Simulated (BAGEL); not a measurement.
# UHF/def2-SVP (density fitting with qzvpp-jkfit) run of CH5ClNSi (SMILES C[N][SiH2]Cl)

What is the vertical doublet–quartet gap of CH5ClNSi at UHF/def2-SVP (density fitting with qzvpp-jkfit)? 

The calculation is run with BAGEL 1.2.2.

1 further run of the same task is left out (set aside as unsound or not needed).

### Step 1. Starting point

CH5ClNSi: 9 atoms, total charge 0, spin state doublet. SMILES: `C[N][SiH2]Cl`. The shape is that of a PBE0-D4/def2-TZVP optimisation. This is one conformer, not always the lowest.

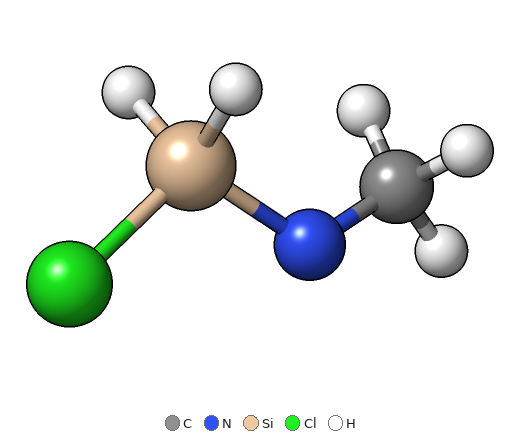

The structure, seen from a chosen angle (carbon grey, nitrogen blue, silicon light orange, chlorine green, hydrogen white).

### Step 2. A single-point energy at UHF/def2-SVP (density fitting with qzvpp-jkfit)

File calc.json:

```json
{ "bagel" : [

{
  "title" : "molecule",
  "basis" : "svp",
  "df_basis" : "qzvpp-jkfit",
  "angstrom" : true,
  "geometry" : [
    { "atom" : "C", "xyz" : [    0.493800,    1.341500,    0.140500 ] },
    { "atom" : "N", "xyz" : [    0.628800,   -0.021000,    0.521800 ] },
    { "atom" : "Si", "xyz" : [   -0.415600,   -1.237400,   -0.129200 ] },
    { "atom" : "Cl", "xyz" : [    0.319500,   -3.082500,    0.354500 ] },
    { "atom" : "H", "xyz" : [    0.134300,    1.514200,   -0.884300 ] },
    { "atom" : "H", "xyz" : [   -0.244700,    1.810000,    0.812700 ] },
    { "atom" : "H", "xyz" : [    1.430900,    1.885400,    0.295300 ] },
    { "atom" : "H", "xyz" : [   -1.762400,   -1.101400,    0.482200 ] },
    { "atom" : "H", "xyz" : [   -0.495900,   -1.155200,   -1.610700 ] }
  ]
},
{
  "title" : "uhf",
  "nopen" : 1
},
{
  "title" : "print",
  "file" : "orbitals.molden",
  "orbitals" : true
}

]}
```

Launch:

```bash
$ BAGEL_NUM_THREADS=1 BAGEL calc.json > calc.out
```

The log of the run:

```text
* using 1 threads per process

  ===============================================================
  ===============================================================

  *** Geometry ***

  { "atom" : "C", "xyz" : [      0.933147,      2.535068,      0.265507 ] },
  { "atom" : "N", "xyz" : [      1.188260,     -0.039684,      0.986059 ] },
  { "atom" : "Si", "xyz" : [     -0.785370,     -2.338347,     -0.244153 ] },
  { "atom" : "Cl", "xyz" : [      0.603767,     -5.825081,      0.669908 ] },
  { "atom" : "H", "xyz" : [      0.253790,      2.861423,     -1.671085 ] },
  { "atom" : "H", "xyz" : [     -0.462416,      3.420404,      1.535780 ] },
  { "atom" : "H", "xyz" : [      2.704009,      3.562890,      0.558036 ] },
  { "atom" : "H", "xyz" : [     -3.330453,     -2.081344,      0.911226 ] },
  { "atom" : "H", "xyz" : [     -0.937115,     -2.183012,     -3.043782 ] },

  Number of auxiliary basis functions:      498

  Since a DF basis is specified, we compute 2- and 3-index integrals:
    o Being stored without compression. Storage requirement is 0.032 GB

  Number of basis functions:       89
  Number of electrons      :       49

    * METHOD: MOLECULE                             0.25

  *** Open-shell HF ***

  === Nuclear Repulsion ===
   205.3394117977

      * DIIS with orbital gradients will be used.

  === UHF iteration (svp) ===
      0       -843.17116607          0.02828335           0.15
      1       -843.31235594          0.01710795           0.15
      2       -843.35421745          0.00874945           0.15
      3       -843.36770274          0.00158701           0.15
      4       -843.36921515          0.00047957           0.15
      5       -843.36933671          0.00013310           0.15
      6       -843.36937742          0.00003345           0.15
      7       -843.36938599          0.00001382           0.15
      8       -843.36938832          0.00000809           0.15
      9       -843.36938923          0.00000408           0.15
     10       -843.36938931          0.00000289           0.15
     11       -843.36938932          0.00000252           0.15
     12       -843.36938934          0.00000219           0.15
     13       -843.36938937          0.00000158           0.15
     14       -843.36938938          0.00000087           0.15
     15       -843.36938939          0.00000048           0.15
     16       -843.36938939          0.00000023           0.15
     17       -843.36938939          0.00000011           0.15
     18       -843.36938939          0.00000006           0.15
     19       -843.36938939          0.00000004           0.15
     20       -843.36938939          0.00000003           0.15
     21       -843.36938939          0.00000002           0.15
     22       -843.36938939          0.00000002           0.15
     23       -843.36938939          0.00000001           0.15
     24       -843.36938939          0.00000001           0.15
    * SCF iteration converged.

    * S^2 (UHF) is 0.7596

    * Permanent dipole moment:
           (    0.481151,    -0.948311,     0.423814) a.u.

    * METHOD: UHF                                  4.00

    * METHOD: PRINT                                0.02

  ===============================================================
```

It took 4.5 s on 1 thread of Arm Neoverse V1, shared host; peak memory 0.13 GiB.

### Step 3. The quartet

File input.json:

```json
{ "bagel" : [

{
  "title" : "molecule",
  "basis" : "svp",
  "df_basis" : "qzvpp-jkfit",
  "angstrom" : true,
  "geometry" : [
    { "atom" : "C", "xyz" : [    0.493800,    1.341500,    0.140500 ] },
    { "atom" : "N", "xyz" : [    0.628800,   -0.021000,    0.521800 ] },
    { "atom" : "Si", "xyz" : [   -0.415600,   -1.237400,   -0.129200 ] },
    { "atom" : "Cl", "xyz" : [    0.319500,   -3.082500,    0.354500 ] },
    { "atom" : "H", "xyz" : [    0.134300,    1.514200,   -0.884300 ] },
    { "atom" : "H", "xyz" : [   -0.244700,    1.810000,    0.812700 ] },
    { "atom" : "H", "xyz" : [    1.430900,    1.885400,    0.295300 ] },
    { "atom" : "H", "xyz" : [   -1.762400,   -1.101400,    0.482200 ] },
    { "atom" : "H", "xyz" : [   -0.495900,   -1.155200,   -1.610700 ] }
  ]
},
{ "title" : "uhf", "nopen" : 3 },
{ "title" : "print", "file" : "orbitals.molden", "orbitals" : true }

]}
```

Launch:

```bash
$ BAGEL_NUM_THREADS=1 BAGEL input.json > input.out
```

The log of the run:

```text
* using 1 threads per process

  ===============================================================
  ===============================================================

  *** Geometry ***

  { "atom" : "C", "xyz" : [      0.933147,      2.535068,      0.265507 ] },
  { "atom" : "N", "xyz" : [      1.188260,     -0.039684,      0.986059 ] },
  { "atom" : "Si", "xyz" : [     -0.785370,     -2.338347,     -0.244153 ] },
  { "atom" : "Cl", "xyz" : [      0.603767,     -5.825081,      0.669908 ] },
  { "atom" : "H", "xyz" : [      0.253790,      2.861423,     -1.671085 ] },
  { "atom" : "H", "xyz" : [     -0.462416,      3.420404,      1.535780 ] },
  { "atom" : "H", "xyz" : [      2.704009,      3.562890,      0.558036 ] },
  { "atom" : "H", "xyz" : [     -3.330453,     -2.081344,      0.911226 ] },
  { "atom" : "H", "xyz" : [     -0.937115,     -2.183012,     -3.043782 ] },

  Number of auxiliary basis functions:      498

  Since a DF basis is specified, we compute 2- and 3-index integrals:
    o Being stored without compression. Storage requirement is 0.032 GB

  Number of basis functions:       89
  Number of electrons      :       49

    * METHOD: MOLECULE                             0.25

  *** Open-shell HF ***

  === Nuclear Repulsion ===
   205.3394117977

      * DIIS with orbital gradients will be used.

  === UHF iteration (svp) ===
      0       -842.94228828          0.01993957           0.15
      1       -843.06882582          0.01110893           0.15
      2       -843.10457669          0.00505459           0.15
      3       -843.11525883          0.00244717           0.15
      4       -843.12356451          0.00083754           0.15
      5       -843.12556931          0.00044575           0.15
      6       -843.12641579          0.00025687           0.15
      7       -843.12670267          0.00011873           0.15
      8       -843.12677042          0.00006329           0.15
      9       -843.12678700          0.00003547           0.15
     10       -843.12678998          0.00002461           0.15
     11       -843.12679307          0.00001131           0.15
     12       -843.12679376          0.00000622           0.15
     13       -843.12679399          0.00000437           0.15
     14       -843.12679412          0.00000349           0.15
     15       -843.12679421          0.00000259           0.15
     16       -843.12679430          0.00000147           0.15
     17       -843.12679432          0.00000065           0.15
     18       -843.12679432          0.00000030           0.15
     19       -843.12679432          0.00000018           0.15
     20       -843.12679432          0.00000010           0.15
     21       -843.12679432          0.00000005           0.15
     22       -843.12679432          0.00000003           0.16
     23       -843.12679432          0.00000001           0.15
     24       -843.12679432          0.00000001           0.16
    * SCF iteration converged.

    * S^2 (UHF) is 3.7765

    * Permanent dipole moment:
           (   -0.986331,    -1.986747,    -0.504876) a.u.

    * METHOD: UHF                                  4.00

    * METHOD: PRINT                                0.02

  ===============================================================
```

Wall time 4.5 s (1 thread of Arm Neoverse V1, shared host); peak memory 0.13 GiB.

### Step 4. Results

Level: UHF/def2-SVP (density fitting with qzvpp-jkfit).

| quantity | value |
| --- | --- |
| doublet: total energy | -843.36939 Eh |
| doublet: dipole moment | 2.91 D |
| doublet: ⟨S²⟩ | 0.760 |
| quartet: total energy | -843.12679 Eh |
| quartet: dipole moment | 5.78 D |
| quartet: ⟨S²⟩ | 3.776 |
| vertical energy of the quartet above the doublet | 6.601 eV |

In words: At this shape the quartet lies 6.60 eV (152 kcal/mol) above the doublet.
